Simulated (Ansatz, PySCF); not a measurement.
Stretching the B1–F2 bond in BFH2Se (SMILES FB[SeH]) (multiplicity 1 held, fragments rigid). Energies count from the point at 1.325 Å.
Geometry at that point (charge 0, multiplicity 1):
```csv
atom,x (Å),y (Å),z (Å)
B,-0.5064,-0.9018,0.6998
F,0.4396,-1.6015,1.3080
H,-1.6489,-1.1818,0.8691
Se,0.0458,0.5641,-0.4509
H,-1.3329,0.9268,-0.8094
```

Restricted levels (R-, RO-) in cc, def2 and unpolarised 6-31G sets keep to the state of the molecule at rest. U- levels take the lowest unrestricted solution at each point, which mixes spins at long bonds. Curves can end on different states.

Cores are frozen in the correlated methods. Filled d and f shells under p-block atoms count as core. Rows in LANL2DZ carry no dispersion term and start afresh at each structure. LANL2DZ brings its own core potentials from Na on.

The values were computed with Ansatz (Gaussian basis) for Hartree–Fock, density functionals and correlated methods; PySCF for LANL2DZ rows. 

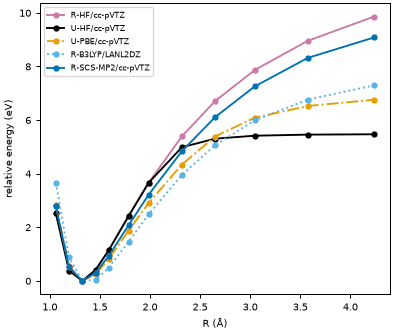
Figure: Relative energy along the coordinate

Task: Read off the R-B3LYP/LANL2DZ curve at R = 1.060.

Result: about 3.7 eV

Doubts at one or more of the structures used: a restricted determinant that unrestricted orbitals would lower (R-HF/cc-pVTZ, R-SCS-MP2/cc-pVTZ); a spin-contaminated determinant (U-HF/cc-pVTZ, U-PBE/cc-pVTZ).

Ansatz is an electronic-structure program.
